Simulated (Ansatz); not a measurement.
```xyz
6

C    -1.2312   -2.4543    0.7459
N    -1.7414   -3.4136    1.2302
Si   -0.5540   -0.5420    0.7202
H     0.8539   -0.8567    0.2438
H    -1.3007   -0.1044   -0.5284
H    -0.2658    0.9254    1.3461
```

Geometry: BLYP-D3(BJ)/def2-SVPD; the highest occupied orbital lies above zero, a sign that basis and functional describe the outermost electron poorly.

Level of theory: isolated molecule in a Gaussian basis; Kohn-Sham density functional theory, functional PBE0 in Ansatz.

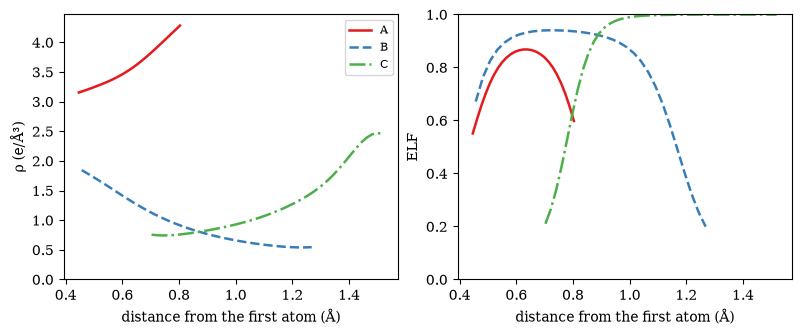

CH$_{3}$NSi (SMILES [N-]=[C][SiH3]) (charge −1, doublet). Total electron density and electron localisation function along straight lines between neighbouring atoms. The curves leave out the atomic cores.

**Which curve belongs to which contact (C–N, C–Si and Si–H)? The first atom named is at distance zero.**

Curve A: C–N (1.19 Å): the density is about 3.4 e/Å³ at the midpoint; the ELF peaks at about 0.85 between the atoms: a multiple bond. Curve B: C–Si (2.03 Å): ρ at the midpoint is about 0.65 e/Å³, with its minimum of 0.54 e/Å³ about 1.2 Å from C; the ELF peaks at about 0.95 between the atoms: a covalent bond. Curve C: Si–H (1.52 Å): the density is about 0.74 e/Å³ at the midpoint; the ELF climbs to about 1 towards the hydrogen, as it does in any bond to H.
